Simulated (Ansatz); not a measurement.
# Ligand exchange: AlH2Br + C5H10S → AlH2(SH) + C5H9Br

Species: AlH2Br `[AlH2][Br]`, singlet; C5H10S (cyclopentanethiol) `SC1CCCC1`, singlet; AlH2(SH), singlet; C5H9Br (bromocyclopentane) `BrC1CCCC1`, singlet. The partners trade Br for SH: Al–Br and C–SH bonds give way to Al–SH and C–Br.

Shapes, held fixed at every level: PBE0-D4/def2-TZVP. Flexible molecules stand in one conformer, not always the lowest. Programs: Ansatz 0.2.0. The zero-point and thermal change to 298 K, harmonic and unscaled (PBE0-D4/def2-TZVP), is -0.8 kJ/mol.

```tsv
level	kind	ΔH(298 K) (kJ/mol)	less CCSD(T)/def2-TZVPP
HF/def2-SVP	Hartree–Fock	+53.4	+13.4
PBE-D4/def2-TZVPP	GGA	+38.0	-2.0
r2SCAN-D4/def2-TZVPP	meta-GGA	+41.4	+1.4
B3LYP-D4/def2-TZVPP	global hybrid	+41.7	+1.7
BHLYP-D4/def2-TZVPP	global hybrid	+46.3	+6.3
wB97X-V/def2-TZVPP	range-separated hybrid	+44.3	+4.3
CCSD/def2-SVP	coupled cluster or CI	+53.3	+13.3
CCSD(T)/def2-TZVPP	coupled cluster or CI	+40.0	0.0
```

The highest level, CCSD(T)/def2-TZVPP, gives ΔH(298 K) = +40.0 kJ/mol; the levels span +38.0 to +53.4. The column of differences is taken from that level and isn't an error. No measured value is set beside it here. Relativity is left out for Br. Outer-core shells of Br are correlated, in sets that cover them unevenly.

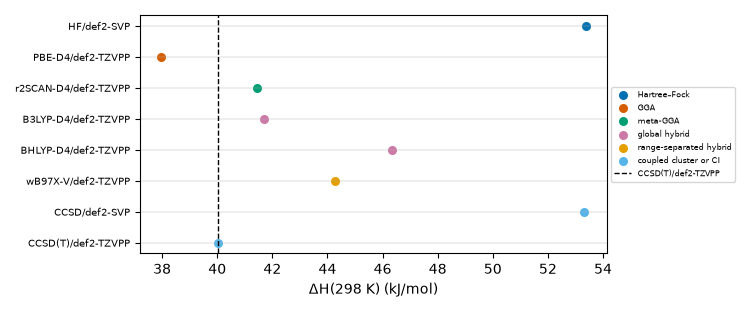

The values of the table, level by level.
